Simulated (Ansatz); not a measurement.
**KMn6Al: relaxing a made-up structure**

Starting from a made-up structure for KMn6Al, the aim is the relaxed cell, its shortest contacts and, where a second run follows, its electronic structure.

Method: DFT, PBEsol, plane-wave PAW, files of the set soft_1, scalar-relativistic, ferromagnetic start, cell and ions relaxed at zero pressure; PAW set soft_1, in Ansatz 0.2.0.

In doubt: warnings of the run leave room for a lower electronic state, so energies may not be the lowest and differences between runs may mislead.

## 1. The structure

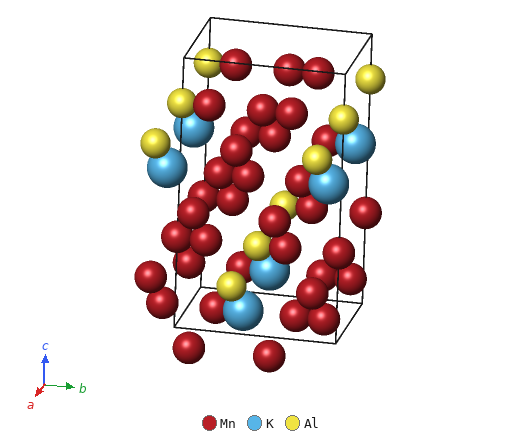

The starting structure, seen slightly off an axis (manganese red, potassium blue, aluminium yellow). 2×1×1 cells are drawn. This picture shows the conventional cell, with its axes. Some periodic images of atoms are drawn too.

## 2. Relaxation of the guess

The guessed cell has no reason to be at equilibrium. It is relaxed with the atoms, within the space group of the guess.

Input file input.yaml:

```yaml
crystal:
  lattice:
    - [4.707, 0.0, 0.0]
    - [0.0, 3.0315, 5.234]
    - [0.0, -3.0315, 5.234]
  atoms:
    - { symbol: Mn, position: [0.5, 0.1658, 0.1658], spin: 4.0 }
    - { symbol: Mn, position: [0.5, 0.6689, 0.1591], spin: 4.0 }
    - { symbol: Mn, position: [0.5, 0.1591, 0.6689], spin: 4.0 }
    - { symbol: Mn, position: [0.0, 0.3362, 0.3362], spin: 4.0 }
    - { symbol: Mn, position: [0.0, 0.8368, 0.3398], spin: 4.0 }
    - { symbol: Mn, position: [0.0, 0.3398, 0.8368], spin: 4.0 }
    - { symbol: K, position: [0.5, 0.6674, 0.6674] }
    - { symbol: Al, position: [0.0, 0.8322, 0.8322] }
magnetization:
  spin_polarized: true
kpoints:
  mp_grid: { grid: [6, 5, 5] }
scf:
  occupations: { method: fermi_dirac, width: 0.05 }
hamiltonian:
  xc: pbesol
  pseudopotentials: { kind: paw, azcp: { folder: soft_1 }, xc_functional: pbe }
relax:
  f_tol: 0.015
  max_steps: 70
  cell: {}
output:
  forces: true
  stress: true
```

The run is started by

```bash
ansatz run input.yaml --threads 4 --pin off --max-ram 10240MiB --backend cpu --events-out ev --progress --plain --runs-dir out
```

Numbers of over 12 decimals in the logs are rounded to 6 here.

The log of the run:

```text
Engine: ansatz 0.2.0, aarch64-unknown-linux-gnu
Pseudopotentials: kind: paw
Pseudopotential: Mn, paw, valence charge 15, recommended cutoff 420 eV (normal), soft_1/Mn.paw.azcp
Pseudopotential: K, paw, valence charge 9, recommended cutoff 420 eV (normal), soft_1/K.paw.azcp
Pseudopotential: Al, paw, valence charge 3, recommended cutoff 420 eV (normal), soft_1/Al.paw.azcp
Functional definition: PBEsol
  exchange = pbesol_x
  correlation = pbesol_c
Crystal: 8 atoms, lattice volume = 149.371 Å³
Basis set: ecut = 420 eV, 2897 PW (Γ), exchange–correlation on 64×90×90 points (8 copies of the dense FFT grid, shifted against one another)
Bands: 76, of which v1, the nominal top of the filled ones, is band 51 counted from 1 (50 counted from 0)
Symmetry: 4 space group operations
Space group: Amm2 (ITA 38), of the structure as read, at distance tolerance 5.3e-5 Å
Magnetic group: BNS 38.187 (UNI 285), of the structure as read, at distance tolerance 5.3e-5 Å
k-points: 36 of 150 (time reversal used)
Non-local potential: Mn, projectors of the file, l = 0: 3, l = 1: 2, l = 2: 3, l = 3: 1
Non-local potential: K, projectors of the file, l = 0: 3, l = 1: 2, l = 2: 2
Non-local potential: Al, projectors of the file, l = 0: 2, l = 1: 2, l = 2: 1
PAW form: soft (Blöchl's): semilocal exchange-correlation on the pseudo side does not see the compensation charge
PAW frozen core: Mn, regenerated for the run's functional, and the local potential with it (the file was generated under x = pbe(κ = 0.804, μ = 0.219515), c = pbe(β = 0.066725))
PAW frozen core: K, regenerated for the run's functional, and the local potential with it (the file was generated under x = pbe(κ = 0.804, μ = 0.219515), c = pbe(β = 0.066725))
PAW frozen core: Al, regenerated for the run's functional, and the local potential with it (the file was generated under x = pbe(κ = 0.804, μ = 0.219515), c = pbe(β = 0.066725))
PAW one-centre angular grid: Mn, 590 points (default); XC on 64 Gauss nodes
PAW one-centre angular grid: K, 110 points (default); XC on 64 Gauss nodes
PAW one-centre angular grid: Al, 110 points (default); XC on 64 Gauss nodes
Initial density: superposition of atomic densities (chi_scale 0.1, normalization cell, long waves kept (reshape's long-wave potential 0.00 eV rms))
Starting moments: Σ|m| = 24 μB on 6 of 8 sites
Initial wavefunctions: pseudopotential atomic-orbital guess
Functional: x = pbesol(κ = 0.804, μ = 0.123457), c = pbesol(β = 0.046)
iter 1 solved again at ethr=2.05e-3 eV; its pass at ethr=3.10e-3 eV (dr2=2.09e0 eV) is discarded
SCF iter   1: F=—  HF=-25243.164172 eV  |F-HF|=—  |Δ(HF+E_count)|=         —  Δρ=1.66e-2 (↑1.66e-2 ↓1.62e-2)  dr2=2.15e0  dr2_m=5.90e-2  M=23.054 μB ∫|m|=23.543 μB  β_m=0.30  ethr=2.05e-3  ⟨swp⟩=1.6  Hψ=26430  notcnv=0
Mixer restart at iter 1: flushing history
preconditioner: auto → Kerker (q_TF=auto, 2.560 Å⁻¹)  [metal: Δε(μ)=0.003 eV  Ē_g=6.870 eV  σ=0.050 eV  W_gap=0.01  n_scr=44 (ndim 8)  ℏωp=21.9 eV  f_vac=0.000  D(μ)=10.09/eV (n_scr^D=118)]
spin=Collinear: Kerker preconditioning applied to the charge; magnetization (m = ρ↑ − ρ↓) channel mixes plain (no charge-response kernel on spin).
SCF iter   2: F=—  HF=-25242.867769 eV  |F-HF|=—  |Δ(HF+E_count)|=   2.96e-1  Δρ=9.91e-3 (↑9.91e-3 ↓9.31e-3)  dr2=5.53e-1  dr2_m=5.41e-2  M=23.102 μB ∫|m|=23.649 μB  β_m=0.37  ethr=2.05e-3  ⟨swp⟩=2.3  Hψ=8113  notcnv=0
SCF iter   3: F=—  HF=-25243.492824 eV  |F-HF|=—  |Δ(HF+E_count)|=   6.25e-1  Δρ=9.88e-3 (↑9.88e-3 ↓5.79e-3)  dr2=2.76e-1  dr2_m=2.57e-2  M=23.004 μB ∫|m|=23.624 μB  β_m=0.69  ethr=5.42e-4  ⟨swp⟩=2.0  Hψ=7479  notcnv=0  defer=173
SCF iter   4: F=—  HF=-25244.147285 eV  |F-HF|=—  |Δ(HF+E_count)|=         —  Δρ=6.95e-3 (↑6.95e-3 ↓4.50e-3)  dr2=1.77e-1  dr2_m=5.51e-3  M=22.837 μB ∫|m|=23.529 μB  β_m=0.69  ethr=2.70e-4  ⟨swp⟩=2.2  Hψ=8511  notcnv=0  defer=180
Mixer restart at iter 4: flushing history
SCF iter   5: F=—  HF=-25244.252948 eV  |F-HF|=—  |Δ(HF+E_count)|=   1.06e-1  Δρ=3.42e-3 (↑3.42e-3 ↓2.06e-3)  dr2=1.99e-2  dr2_m=7.07e-3  M=22.729 μB ∫|m|=23.436 μB  β_m=0.65  ethr=1.73e-4  ⟨swp⟩=2.0  Hψ=9421  notcnv=0  defer=530
SCF iter   6: F=—  HF=-25244.243722 eV  |F-HF|=—  |Δ(HF+E_count)|=   9.23e-3  Δρ=1.68e-3 (↑1.39e-3 ↓1.68e-3)  dr2=2.11e-2  dr2_m=3.12e-4  M=22.749 μB ∫|m|=23.467 μB  β_m=0.76  ethr=1.95e-5  ⟨swp⟩=2.0  Hψ=10152  notcnv=0  defer=539
SCF iter   7: F=—  HF=-25244.243224 eV  |F-HF|=—  |Δ(HF+E_count)|=   4.98e-4  Δρ=9.04e-4 (↑9.04e-4 ↓4.14e-4)  dr2=1.84e-3  dr2_m=1.32e-4  M=22.733 μB ∫|m|=23.458 μB  β_m=0.76  ethr=1.95e-5  ⟨swp⟩=2.0  Hψ=8365  notcnv=0  defer=539
SCF iter   8: F=—  HF=-25244.243321 eV  |F-HF|=—  |Δ(HF+E_count)|=   9.73e-5  Δρ=6.42e-4 (↑6.42e-4 ↓3.25e-4)  dr2=9.14e-4  dr2_m=5.28e-5  M=22.735 μB ∫|m|=23.462 μB  β_m=0.76  ethr=1.80e-6  ⟨swp⟩=2.0  Hψ=8922  notcnv=0  defer=539
SCF iter   9: F=—  HF=-25244.243245 eV  |F-HF|=—  |Δ(HF+E_count)|=   7.56e-5  Δρ=2.20e-4 (↑2.20e-4 ↓1.56e-4)  dr2=1.93e-4  dr2_m=1.14e-5  M=22.744 μB ∫|m|=23.472 μB  β_m=0.78  ethr=8.97e-7  ⟨swp⟩=2.3  Hψ=9214  notcnv=0  defer=539
[...]
relax step  19: F+E_penalty+E_count = -25247.13835470 eV  Δ(F+E_penalty+E_count) = -5.307e-5 eV  max|allowed force component| = 3.556e-3 eV/Å  Δτ_max = 0.0052 Å  P = -0.005 GPa  Ω = 115.423 Å³  energy of the carried Pulay correction = +2.330e-2 eV  (9 SCF iters, dr2 threshold 9.57e-8 eV, accepted)
relax step  20: F+E_penalty+E_count = -25247.12781240 eV  Δ(F+E_penalty+E_count) = +1.054e-2 eV  max|allowed force component| = 5.941e-3 eV/Å  Δτ_max = 0.0000 Å  P = +0.017 GPa  Ω = 115.423 Å³  stress off target by 2.25e-1 GPa  SCF on the basis re-selected at this cell (its energy is not comparable with the rows above)  (16 SCF iters)
relax step  21: F+E_penalty+E_count = -25247.12852307 eV  Δ(F+E_penalty+E_count) = -7.107e-4 eV  max|allowed force component| = 3.491e-2 eV/Å  Δτ_max = 0.0120 Å  P = -0.083 GPa  Ω = 115.697 Å³  energy of the carried Pulay correction = -3.010e-4 eV  (11 SCF iters, dr2 threshold 1.26e-7 eV, accepted)
relax step  22: F+E_penalty+E_count = -25247.12943809 eV  Δ(F+E_penalty+E_count) = -9.150e-4 eV  max|allowed force component| = 2.094e-2 eV/Å  Δτ_max = 0.0054 Å  P = +0.043 GPa  Ω = 115.613 Å³  energy of the carried Pulay correction = -1.957e-4 eV  (11 SCF iters, dr2 threshold 9.11e-8 eV, accepted)
relax step  23: F+E_penalty+E_count = -25247.12940232 eV  Δ(F+E_penalty+E_count) = +3.577e-5 eV  max|allowed force component| = 5.607e-3 eV/Å  Δτ_max = 0.0038 Å  P = -0.012 GPa  Ω = 115.729 Å³  energy of the carried Pulay correction = -3.249e-4 eV  (11 SCF iters, dr2 threshold 2.74e-8 eV, accepted)
relax step  24: F+E_penalty+E_count = -25247.12995514 eV  Δ(F+E_penalty+E_count) = -5.528e-4 eV  max|allowed force component| = 5.558e-3 eV/Å  Δτ_max = 0.0000 Å  P = -0.008 GPa  Ω = 115.729 Å³  stress off target by 2.28e-2 GPa  SCF on the basis re-selected at this cell (its energy is not comparable with the rows above)  (9 SCF iters)
basis re-selected at this cell: Δ(F+E_penalty+E_count) = -5.528e-4 eV, ΔP = +0.004 GPa vs the last step (what re-selecting the basis moved, of the pressure what is left beyond the Pulay correction that the steps carried, after the strain that the cell walked since its last selection, with what the two solves' SCF thresholds leave and, on support functions, any second-order correction that the steps lacked; it is no measure of the basis error at this ecutwfc). The dense FFT grid was sized anew with the basis: this SCF ran on 27×40×40 points, the steps before it on 30×40×40, so part of this shift can come from that change (see relax.cell in the input reference). [rest of the remark cut]
WARN: an SCF from antiferromagnetic starting moments (-4.00, -4.00, -4.00, 4.00, 4.00, 4.00, 0.00, 0.00 Bohr magnetons, atom by atom) was not made, by what the run has read of turns of its moments that order reads lower: the deck asks for what bars it, or types moments that do (magnetization.spin_polarized, in the input reference, names some of the keys), or the run goes by scf.lower_state_search: light, the default, which as a rule tries one only behind a close that has lost an order of both signs, or on which an open d or half-filled 4f shell of a PAW file has lost a moment that was set nearer to Hund's than to what is left; [rest of the remark cut]
SCF converged after 9 iterations
Magnetization: 5.8791 μB (53.9396 up, 48.0604 down)
Absolute magnetization: 16.3971 μB (∫|ρ↑−ρ↓|, with the PAW one-centre terms)
Spin contamination: 4.1129 ħ² per cell (⟨S²⟩ above its minimum at these occupations)
Per-site moments (μB) at R_I (Å): [(-2.372414, 1.005099), (2.646189, 1.015983), (2.646189, 1.015983), (-2.290157, 0.956062), (2.396394, 0.956062), (2.396394, 0.956062), (0.046692, 1.123286), (-0.047360, 1.072399)]
Free energy (F): -25247.129955 eV
Harris-Foulkes:  -25247.129955 eV  (|F-HF|=7.64e-11)
Internal energy: -25247.057342 eV  (E = F + TS)
E sigma→0 (E₀):  -25247.093649 eV
Entropy (-TS):   -0.072613 eV (-9.077 meV/atom)
Fermi energy:    13.893294 eV
--- Per-component energies (eV) ---
  E_band       = -1507.224113
  E_kinetic    = 2191.432592
  E_local      = -15226.198319  (includes V_loc(G=0)·N_el)
  E_nonlocal   = 2784.789063
  E_hartree    = 5948.304923
  E_xc         = -822.373286
  E_vxc        = -1029.839198  (∫ρ·V_xc dr)
  E_paw        = -9003.799624  (= ΣΔE_a)
  E_vpaw       = -2124.018662  (= ΣTr[D̂ρ^β])
  E_aug_tail   = 0.000570  (compensation charges beyond the density's cutoff)
  E_ewald      = -11120.358189
  E_core_change = 1.144928  (= ΣΔE_core)
  E_smearing   = -0.072613  (= −TS)
  E_closure    = 0.000000  (closes the sum)
  Σ components = -25247.129955   (vs F -25247.129955, Δ=0.00e0)
--- Forces (eV/Å), atoms counted from 1 ---
  atom   1  Mn    -0.00000000     0.00000000     0.00555875
  atom   2  Mn    -0.00000000    -0.00039963     0.00098194
  atom   3  Mn    -0.00000000     0.00039963     0.00098194
  atom   4  Mn    -0.00000000     0.00000000    -0.00184215
  atom   5  Mn    -0.00000000     0.00511228    -0.00135800
  atom   6  Mn     0.00000000    -0.00511228    -0.00135800
  atom   7  K      0.00000000     0.00000000    -0.00153344
  atom   8  Al     0.00000000     0.00000000    -0.00142838
  max |Σ_I F_I| component: 2.65e-6 eV/Å
--- Stress (GPa, compression-positive) ---
       -0.005769       0.000000      -0.000000
        0.000000       0.004379       0.000000
       -0.000000       0.000000      -0.022754
  P = ⅓ Tr σ = -0.0080 GPa (-0.080 kbar)
--- Relaxed structure (22 steps of the walk, 22 accepted, 2 SCFs on fresh bases) ---
  F+E_penalty+E_count = -25247.12995514 eV   max|allowed force component| = 5.558e-3 eV/Å   (the final SCF, on the basis selected at the relaxed cell)
  cell:  # Å, volume = 115.7294 Å³
    - [4.006340, 0, 0]
    - [0, 3.327824, 4.340157]
    - [0, -3.327824, 4.340157]
  atoms:
    - { symbol: Mn, position: [0.5, 0.087586, 0.087586] }
    - { symbol: Mn, position: [0.5, 0.581694, 0.151162] }
    - { symbol: Mn, position: [0.5, 0.151162, 0.581694] }
    - { symbol: Mn, position: [0, 0.369857, 0.369857] }
    - { symbol: Mn, position: [0, 0.954542, 0.340806] }
    - { symbol: Mn, position: [0, 0.340806, 0.954542] }
    - { symbol: K, position: [0.5, 0.633208, 0.633208] }
    - { symbol: Al, position: [0, 0.887345, 0.887345] }
```

Elapsed: 11 min, on 4 threads of Arm Neoverse V2, shared host; peak memory 0.95 GiB.

Relaxation path (22 of 24):

| step | energy less that of the first step (eV) | largest force component (eV/Å) | pressure (GPa) | volume (Å³) |
| --- | --- | --- | --- | --- |
| 1 | 0.0000 | 1.2888 | -8.31 | 149.37 |
| 2 | -1.1975 | 0.5977 | -5.88 | 133.58 |
| 3 | -1.5389 | 0.4258 | -1.31 | 116.62 |
| 4 | -1.9167 | 0.9466 | 1.43 | 108.14 |
| 5 | -2.0832 | 0.3621 | 0.19 | 110.48 |
| 6 | -2.1898 | 0.1421 | 0.37 | 110.31 |
| 8 | -2.2395 | 0.1197 | 0.46 | 109.82 |
| 9 | -2.2607 | 0.1271 | 0.22 | 110.47 |
| 10 | -2.3216 | 0.2602 | 0.30 | 111.22 |
| 11 | -2.4588 | 0.4874 | 1.02 | 111.19 |
| 12 | -2.5039 | 0.5041 | 2.75 | 111.53 |
| 13 | -2.6145 | 0.7665 | 1.36 | 114.11 |
| 14 | -2.8227 | 0.3158 | 0.04 | 116.21 |
| 15 | -2.8653 | 0.2463 | -0.01 | 117.01 |
| 16 | -2.8855 | 0.2347 | -0.57 | 116.49 |
| 17 | -2.8913 | 0.0820 | 0.25 | 114.87 |
| 19 | -2.8951 | 0.0036 | 0.00 | 115.42 |
| 20* | -2.8846 | 0.0059 | 0.02 | 115.42 |
| 21 | -2.8853 | 0.0349 | -0.08 | 115.70 |
| 22 | -2.8862 | 0.0209 | 0.04 | 115.61 |
| 23 | -2.8862 | 0.0056 | -0.01 | 115.73 |
| 24* | -2.8867 | 0.0056 | -0.01 | 115.73 |

Relaxation steps marked * repeat the geometry before them on a plane-wave basis chosen anew for their cell, so energy and pressure can jump there. Other such steps can lie between the rows shown.

The run keeps the 4 symmetry operations that it works with, so distortions that break them were not tested.

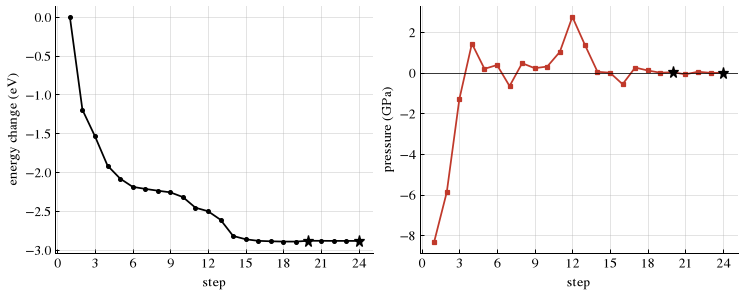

Energy and pressure along the relaxation. Stars mark steps on a basis chosen anew.

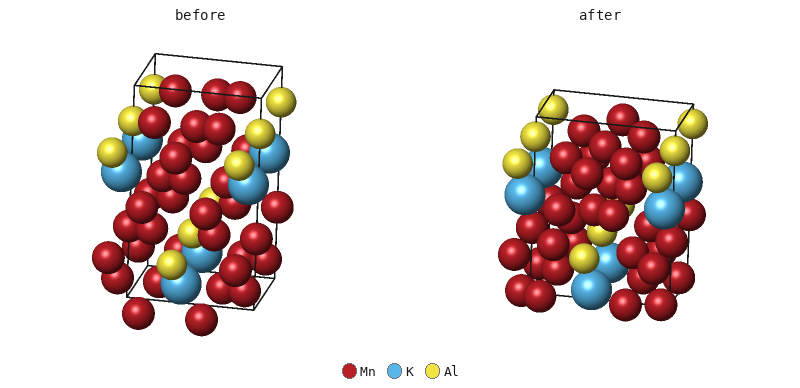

Before and after, at one scale.

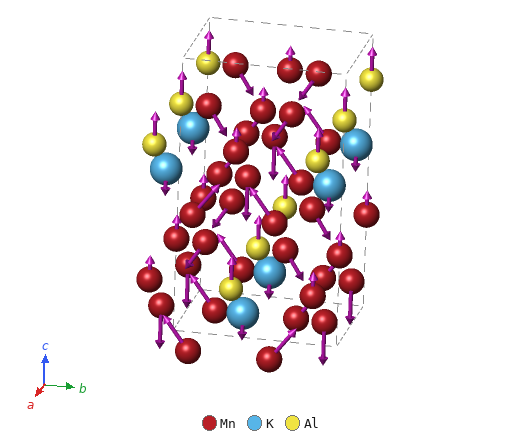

Displacements in the relaxation, exaggerated, measured against the changing cell; the longest in the cell stands for 0.68 Å. 2×1×1 conventional cells are drawn. Some periodic images of atoms are drawn too.

| cell as run | before | after | change |
| --- | --- | --- | --- |
| a (Å) | 4.707 | 4.006 | -14.9 % |
| b (Å) | 6.049 | 5.469 | -9.6 % |
| c (Å) | 6.049 | 5.469 | -9.6 % |
| α (°) | 60.16 | 74.96 | +24.6 % |
| volume (Å³/atom) | 18.67 | 14.47 | -22.5 % |

The atoms that moved most (Å, as changes of fractional coordinates times the final cell):

| atom | dx | dy | dz | length |
| --- | --- | --- | --- | --- |
| Mn1 | 0.000 | 0.000 | -0.679 | 0.679 |
| Mn5 | 0.000 | 0.388 | 0.515 | 0.645 |
| Mn6 | 0.000 | -0.388 | 0.515 | 0.645 |
| Mn2 | 0.000 | -0.264 | -0.413 | 0.490 |
| Mn3 | 0.000 | 0.264 | -0.413 | 0.490 |
| Al8 | 0.000 | 0.000 | 0.479 | 0.479 |
| K7 | 0.000 | 0.000 | -0.297 | 0.297 |
| Mn4 | 0.000 | 0.000 | 0.292 | 0.292 |

Final coordinates:

```
Mn K Al
1.0
     4.00634    0.00000    0.00000
     0.00000    3.32782    4.34016
     0.00000   -3.32782    4.34016
Mn K Al
6 1 1
Direct
  0.50000 0.08759 0.08759
  0.50000 0.58169 0.15116
  0.50000 0.15116 0.58169
  0.00000 0.36986 0.36986
  0.00000 0.95454 0.34081
  0.00000 0.34081 0.95454
  0.50000 0.63321 0.63321
  0.00000 0.88734 0.88734
```

Numbers from this step:

- free energy: -25247.1300 eV
- energy at zero smearing: -25247.0936 eV
- smearing term TS: 0.07261 eV
- Fermi energy: 13.89 eV
- magnetization: 5.879 μB
- absolute magnetization: 16.40 μB
- site moments: -2.372, 2.646, 2.646, -2.290, 2.396, 2.396, 0.04669, -0.04736 μB
- electrons: 102
- symmetry operations: 4
- pressure: -0.008048 GPa

Site moment by atom:

| atom | site moment (μB) |
| --- | --- |
| Mn1 | -2.37 |
| Mn2 | 2.65 |
| Mn3 | 2.65 |
| Mn4 | -2.29 |
| Mn5 | 2.40 |
| Mn6 | 2.40 |
| K7 | 0.05 |
| Al8 | -0.05 |

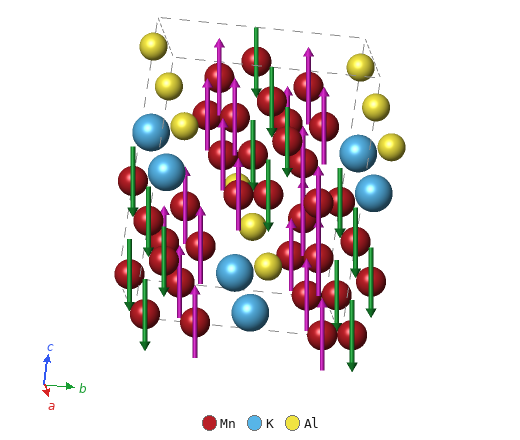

Site moment as arrows, the longest 2.65 μB. Up and down stand for the sign. Arrows give size and sign along the axis of quantisation, drawn up and down the page. The two directions have two colours. 2×1×1 conventional cells are drawn. Some periodic images of atoms are drawn too.

Shortest distances by pair of elements, guess and relaxed (not always the same contact):

| pair | guess (Å) | relaxed (Å) |
| --- | --- | --- |
| Mn–Mn | 2.919 | 2.318 |
| Al–Mn | 2.912 | 2.600 |
| K–Mn | 2.915 | 2.723 |
| Al–K | 2.918 | 2.980 |
| K–K | 4.707 | 4.006 |

The relaxation ends with a largest force component of 0.0056 eV/Å and a pressure of -0.01 GPa.

## 3. Results

| Item | Value |
| --- | --- |
| space group, relaxed | Amm2 |
| conventional cell | a = 4.006, b = 6.656, c = 8.680 Å; α = 90.0°, β = 90.0°, γ = 90.0° |
| volume per atom | 14.47 Å³ (guess 18.67) |
| total moment | 5.88 μB in the cell of 8 atoms |

In words: KMn6Al relaxes to Amm2 with a = 4.006, b = 6.656 and c = 8.680 Å. The guessed volume was 29 % too large. The space group Amm2 was held in the relaxation, so the end point is a stationary structure within it and may be a saddle against distortions or other arrangements. The input starts from parallel moments, and no other start was typed; the run left that order, and the end state is ferrimagnetic. The electronic state may lie above the lowest one. Mesh and cutoff weren't tested. A vector of the cell changed its length by 15 %, more than the volume shows. No dispersion term is used, so weakly bound directions may come out too long. The program estimates, without running it, that another magnetic order lies lower than the one relaxed here. Nothing here tests whether the compound is stable against decomposition.

[Logs are printed without paths, hosts, clocks, repeated set-up lines and the standing remarks that a program may print on its own settings, such as how far it seeks lower states.]

[Hosts, paths, dates, database ids (printed as entryN), source tags and the programs' standing remarks are cut or masked in the printed files.]
